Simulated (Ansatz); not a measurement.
Three curves of one kind of scan: energy against volume (even scaling of the relaxed cell, symmetry kept). All values below come from PBE (plane waves to 420 eV, PAW, scalar-relativistic; Ansatz, a first-principles code). Each is measured from its own zero (the relaxed starting cell). 

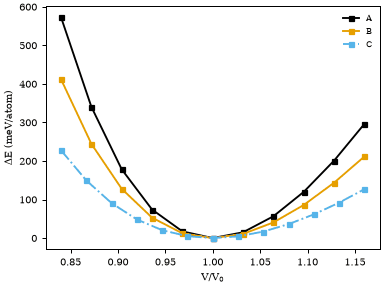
Figure: Curves A, B and C.

```csv
V/V₀,ΔE (meV/atom)
0.840,227
0.893,91
0.947,20
1.000,0
1.053,17
1.107,61
1.160,127
```

Task: Which curve does this table belong to?

Result: Curve C, which is SrVO₃ (cubic perovskite). The others: A is Ir (fcc, Cu type); B is Rh (fcc, Cu type).

All were relaxed with their symmetry unable to fall. Ir is run without spin polarisation. Rh is run without spin polarisation. Spin-orbit coupling is left out. SrVO3 is run without spin polarisation and with no Hubbard U.

(A scan under strain: stresses follow from slopes of the energy per volume, elastic moduli from its curvatures.)
